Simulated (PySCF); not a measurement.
Vertical excitations of a molecule C4H2BrF from TDA-PBE/def2-SVPD run with PySCF, as energy in eV (oscillator strength): 4.19 (0.000), 4.88 (0.000), 5.07 (0.107), 5.28 (0.024), 5.42 (0.000), 5.59 (0.000), 5.78 (0.052), 6.23 (0.005), 6.41 (0.007), 6.47 (0.324). Lowest triplet (TDA): 3.13 eV. The structure is a stationary point at PBE0-D3(BJ)/def2-SVP. One conformer was computed; it need not be the lowest.

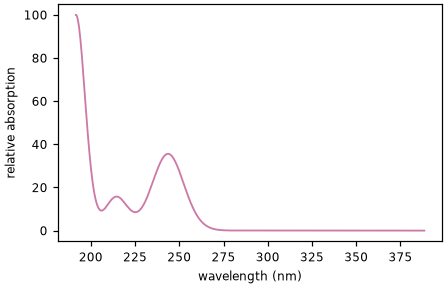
Fig. 1. The lines broadened by 0.4 eV.

Task: Pick the molecule that these values belong to.
A. C#C/C=C(\F)Br
B. C#C/C(Br)=C\F
C. C#C/C(F)=C\Br

Result: B, C#C/C(Br)=C\F
